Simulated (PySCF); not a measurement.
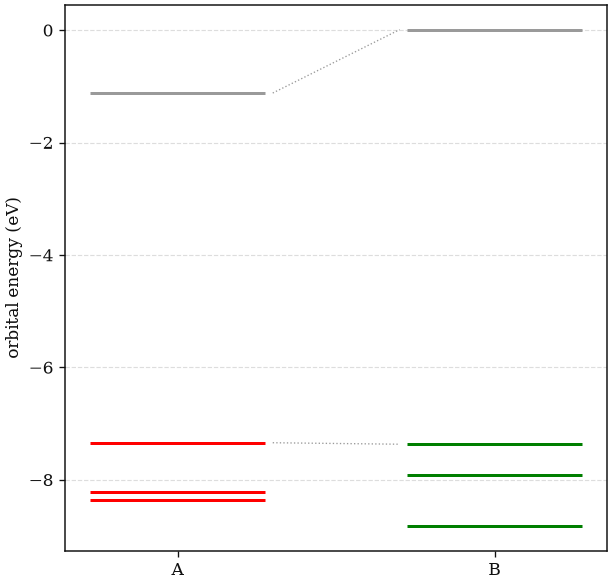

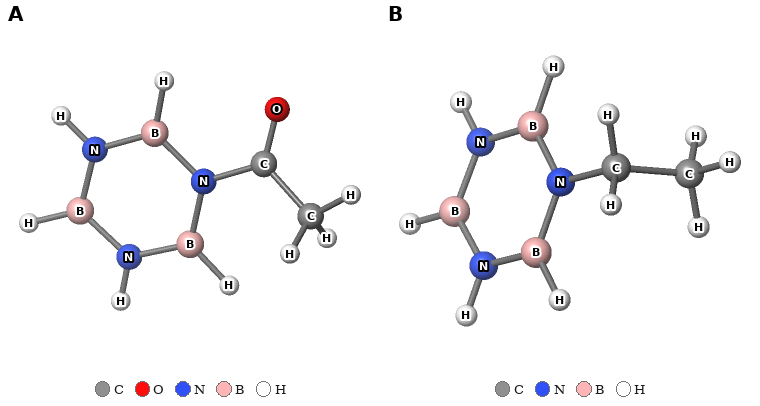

Related molecules: A is C₂H₈B₃N₃O, SMILES CC(=O)N1BNBNB1; B is C₂H₁₀B₃N₃, SMILES CCN1BNBNB1. Frontier orbital energies, B3LYP/def2-SVPD with PySCF 2.14.0, at a PBE0-D3(BJ)/def2-SVP geometry (no frequency check); drawn are at most three filled levels and, in grey, the LUMO with any level within 0.03 eV of it; dotted lines join the HOMOs and the LUMOs.

Question: What does the change do to the frontier levels?

Answer: From A to B the HOMO hardly moves and the LUMO rises by 1.13 eV, so the separation goes from 6.22 to 7.38 eV.

Question: Does the ΔSCF ionisation energy follow the HOMO?

Answer: A: −ε(HOMO) 7.34, ΔSCF 9.62 eV; B: −ε(HOMO) 7.37, ΔSCF 9.36 eV.

Limits of at least one run: empty levels above zero depend strongly on the basis; one conformer of a flexible molecule.
